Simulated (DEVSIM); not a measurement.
System: abrupt Si p-n junction, at 300 K.

```tsv
layer (left to right)	material	thickness (μm)	Nd (cm⁻³)	Na (cm⁻³)	τn (s)	τp (s)
1	Si	32.0	-	8.5e15	7.4e-5	7.4e-5
2	Si	25.0	6.3e15	-	7.4e-5	7.4e-5
```

Left contact: ohmic. Right contact: ohmic. Voltage is applied to the left contact. Recombination: SRH at mid-gap, Auger. Mobility is μmin + (μ − μmin)/(1 + (N/Nref)^α).

The device is made up for the run: typed textbook-type constants, with dimensions and the other settings drawn at random. Values at 300 K.

| parameter | Si |
|---|---|
| gap (eV) | 1.124 |
| affinity (eV) | 4.05 |
| permittivity | 11.7 |
| Nc (cm⁻³) | 2.86e19 |
| Nv (cm⁻³) | 3.1e19 |
| μn (cm²/Vs) | 1417 |
| μp (cm²/Vs) | 470 |
| μn,min | 52 |
| μp,min | 45 |
| Nref,n | 9.7e16 |
| Nref,p | 2.2e17 |
| αn | 0.68 |
| αp | 0.72 |
| Cn (cm⁶/s) | 2.8e-31 |
| Cp (cm⁶/s) | 9.9e-32 |

Simulated with DEVSIM: 1D drift-diffusion, Boltzmann statistics, complete ionisation; no tunnelling, impact ionisation, image-force lowering or self-heating.

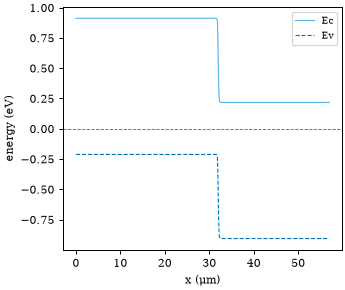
*Band edges at zero bias*

Energies count from the Fermi level of the right contact; mesh points crowd at the junctions.

| x (μm) | Ec (eV) | Ev (eV) | n (cm⁻³) | p (cm⁻³) | field (V/cm) |
|---|---|---|---|---|---|
| 0.000 | 0.912 | -0.212 | 14000 | 8.5e15 | ≈ 0 |
| 0.04821 | 0.912 | -0.212 | 14000 | 8.5e15 | ≈ 0 |
| 0.2022 | 0.912 | -0.212 | 14000 | 8.5e15 | ≈ 0 |
| 0.6558 | 0.912 | -0.212 | 14000 | 8.5e15 | ≈ 0 |
| 2.925 | 0.912 | -0.212 | 14000 | 8.5e15 | ≈ 0 |
| 9.209 | 0.912 | -0.212 | 14000 | 8.5e15 | ≈ 0 |
| 22.59 | 0.912 | -0.212 | 14000 | 8.5e15 | ≈ 0 |
| 29.85 | 0.912 | -0.212 | 14000 | 8.5e15 | ≈ 0 |
| 31.33 | 0.912 | -0.212 | 14000 | 8.5e15 | ≈ 0 |
| 31.79 | 0.897 | -0.227 | 24000 | 4.8e15 | -3000 |
| 31.95 | 0.735 | -0.389 | 1.3e7 | 9.2e12 | -20000 |
| 32.01 | 0.587 | -0.537 | 3.9e9 | 3.0e10 | -26000 |
| 32.08 | 0.436 | -0.688 | 1.3e12 | 8.7e7 | -19000 |
| 32.28 | 0.233 | -0.891 | 3.5e15 | 33000 | -2700 |
| 33.33 | 0.218 | -0.906 | 6.3e15 | 18000 | ≈ 0 |
| 36.05 | 0.218 | -0.906 | 6.3e15 | 18000 | ≈ 0 |
| 44.23 | 0.218 | -0.906 | 6.3e15 | 18000 | ≈ 0 |
| 52.85 | 0.218 | -0.906 | 6.3e15 | 18000 | ≈ 0 |
| 56.06 | 0.218 | -0.906 | 6.3e15 | 18000 | ≈ 0 |
| 56.70 | 0.218 | -0.906 | 6.3e15 | 18000 | ≈ 0 |
| 56.92 | 0.218 | -0.906 | 6.3e15 | 18000 | ≈ 0 |
| 57.00 | 0.218 | -0.906 | 6.3e15 | 18000 | ≈ 0 |
